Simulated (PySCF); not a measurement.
```tsv
atom	x (Å)	y (Å)	z (Å)
H	0.0000	0.0000	-0.3775
H	0.0000	0.0000	0.3775
```

Level of theory: PBE0/aug-pcseg-1, non-relativistic, at a bond length of 0.755 Å in PySCF 2.14.0.

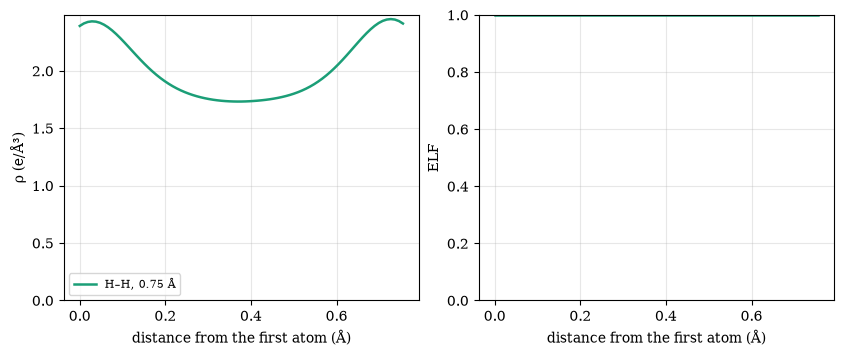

H2. Total electron density and ELF along straight lines between neighbouring atoms. The curves leave out the atomic cores.

### What can be read from the curves?

H–H (0.75 Å): ρ at the midpoint is about 1.7 e/Å³; the ELF peaks at about 1 between the atoms.
